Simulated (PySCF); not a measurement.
# WSCl₂: relaxation and vibrations of the triplet

Where does triplet WSCl₂ go from a PBE0 minimum start, is the end point a minimum, and what are its modes, charges and moments?

The runs use PySCF 2.14.0; PBE0, basis W def2-SVP with ECP60, S def2-SVP, Cl def2-SVP, scalar-relativistic core potentials, no spin–orbit coupling, density fitting.

## (1) Where the work starts

4 atoms, charge 0, spin multiplicity 3.

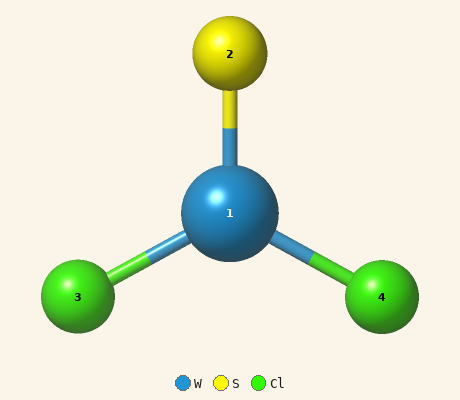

Start geometry, drawn with tungsten blue, sulfur yellow, chlorine green; atoms are numbered from 1 in the order of the file.

Coordinates in bohr (charge 0 multiplicity 3):
```
W    -0.0541    0.0000   -0.0330
S    -3.4535    0.0000   -2.1060
Cl   -0.2446    0.0000    4.2726
Cl    3.6864    0.0000   -2.1737
```

## (2) Finding the electronic state

The steps below are one call of a driver around PySCF. For each, scf.py gives the equivalent set-up of the SCF; relaxations use the driver's own optimiser. After this first run the driver tries any further starts and a stability analysis.

File scf.py:

```python
from pyscf import gto, scf, dft
mol = gto.M(atom='''
W     -0.028605    -0.000000    -0.017444
S     -1.827501    -0.000000    -1.114433
Cl    -0.129412     0.000000     2.260941
Cl     1.950775    -0.000000    -1.150251''',
    basis={'W': 'def2-SVP', 'S': 'def2-SVP', 'Cl': 'def2-SVP'},
    ecp={'W': 'def2-SVP'},
    charge=0, spin=2)
mf = dft.UKS(mol, xc='PBE0')
mf.grids.atom_grid = (50, 194)
aux = {'W': 'def2-universal-JKFIT', 'S': 'def2-universal-JKFIT', 'Cl': 'def2-universal-JKFIT'}
mf = mf.density_fit(auxbasis=aux)
mf.conv_tol = 1e-08
mf.diis_space = 10
mf.max_cycle = 60
mf.init_guess = 'minao'
mf.verbose = 4
mf.kernel()
```

Launch:

```console
$ OMP_NUM_THREADS=2 python axn.py task.json out
```

Further steps of the session: Relaxing the triplet from the PBE0 minimum start; Is it a minimum? Harmonic modes.

**Question.** What will these runs give? Wanted: minimum; geometry; wavenumbers; dipole moment; highest occupied, lowest empty level; polar-tensor charge of W1; zero-point energy; atomisation energy; ⟨S²⟩.

**Answer**, as computed:

| quantity | value |
| --- | --- |
| minimum | triplet, C2v |
| geometry | W–Cl 2.281 Å (×2), W–S 2.107 Å; Cl–W–Cl 122.3°, Cl–W–S 118.8° (×2) |
| wavenumbers (cm⁻¹) | 83 (b1), 102 (a1), 116 (b2), 394 (a1), 406 (b2), 568 (a1) |
| dipole moment | 0.12 D |
| highest occupied, lowest empty level (either spin) | -6.86, -3.65 eV |
| polar-tensor charge of W1 | +1.45 e |
| zero-point energy | 10.0 kJ/mol |
| entropy at 298.15 K | 356.9 J/(mol K) |
| atomisation energy (no zero-point energy) | 1376 kJ/mol |
| ⟨S²⟩ | 2.050 |

What this shows: The molecule stays C2v, as typed, and the end point is a minimum. In the infrared the band at 406 cm⁻¹ (b2, stretch) leads. Most of the spin sits on W1 (Mulliken spin 2.24, against 2 for the whole molecule). Only this shape and spin were tried, so other structures or states may lie lower. Open d and f shells are described by one determinant, and the ground state may have another occupation or spin. Spin–orbit coupling, left out here, can matter for elements this heavy.
